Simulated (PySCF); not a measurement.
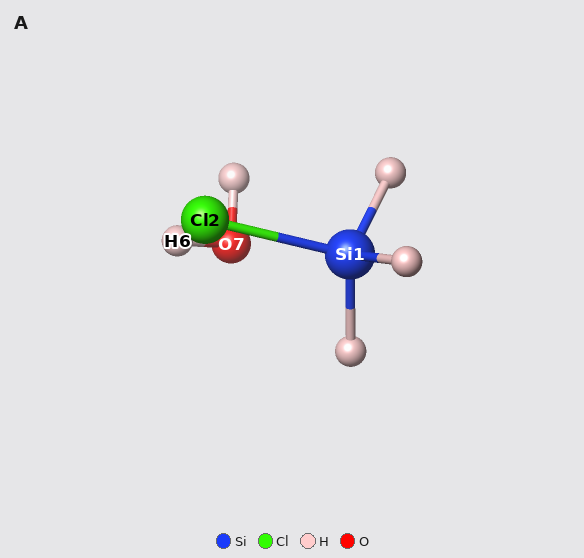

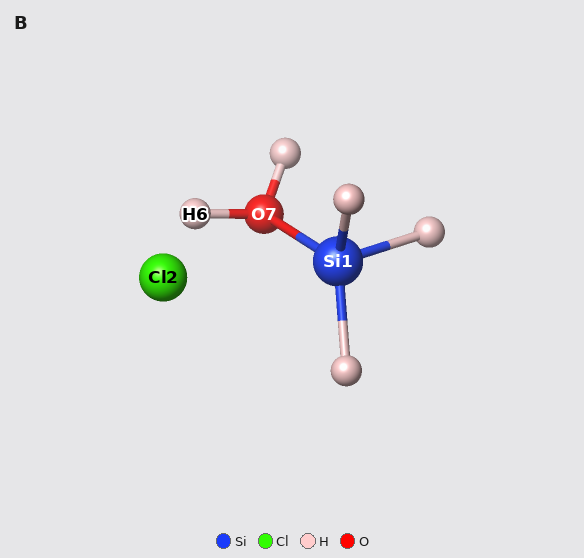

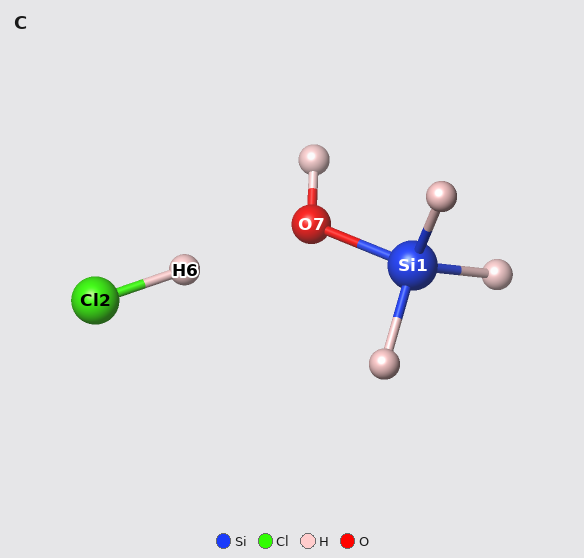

Three stationary points along one reaction path, in mixed order. Sticks follow a distance rule, so a partial bond may show as a full stick or not at all. The species is neutral and a spin singlet. Geometries: PBE0-D4/def2-TZVP; all other levels are single points on them, and energies count from the start as drawn. Program: PySCF 2.14.0. In CBS estimates cores are frozen, and CCSD(T) − MP2 is taken in the smaller basis.

Question: Which panel shows the transition state?

Answer: B.

Question: Which bonds form and which break from A to C?

Answer: Formed: Si1–O7, Cl2–H6; broken: Si1–Cl2, H6–O7. At the saddle point Si1···O7 is 1.86 Å, Cl2···H6 is 1.92 Å, Si1···Cl2 is 2.44 Å, H6···O7 is 1.01 Å.

Give the electronic barrier and the reaction energy from A to C in eV (no zero-point energy) with CCSD(T)/CBS (MP2 limit from def2-TZVPP and def2-QZVPP plus CCSD(T) − MP2); BHLYP-D4/def2-TZVPP; RHF-CCSD(T) (frozen core)/def2-SVP; PBE0-D4/def2-SVP; PBE0-D4/def2-TZVPP.

| level | barrier | reaction energy |
| --- | --- | --- |
| CCSD(T)/CBS (MP2 limit from def2-TZVPP and def2-QZVPP plus CCSD(T) − MP2) | 0.991 | +0.030 |
| BHLYP-D4/def2-TZVPP | 1.033 | −0.027 |
| RHF-CCSD(T) (frozen core)/def2-SVP | 1.201 | +0.039 |
| PBE0-D4/def2-SVP | 0.854 | +0.073 |
| PBE0-D4/def2-TZVPP | 0.889 | +0.046 |
